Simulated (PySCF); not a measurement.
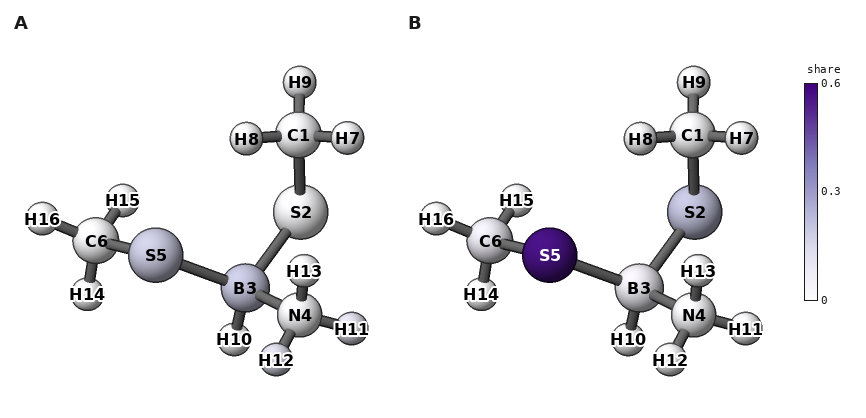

Each panel colours the atoms by their Löwdin share in one orbital (up to four of the largest shares; other atoms are shown as zero). Computed geometry: GFN2-xTB optimisation. No frequency run is at hand to confirm it as a minimum. Computed with ωB97X-D/def2-SVPD (PySCF 2.14.0).

Question: The panels show the HOMO, LUMO, in some order. Which is which?

Answer: A: LUMO, 1.18 eV; B3 0.19, S5 0.18, H12 0.12, H11 0.11
B: HOMO, −7.67 eV; S5 0.56, S2 0.20, C6 0.07, B3 0.05

The geometry is semi-empirical. Around B such bond lengths and angles can be off by a tenth of an ångström or more and by several degrees, and values that hang on the shape move with them.
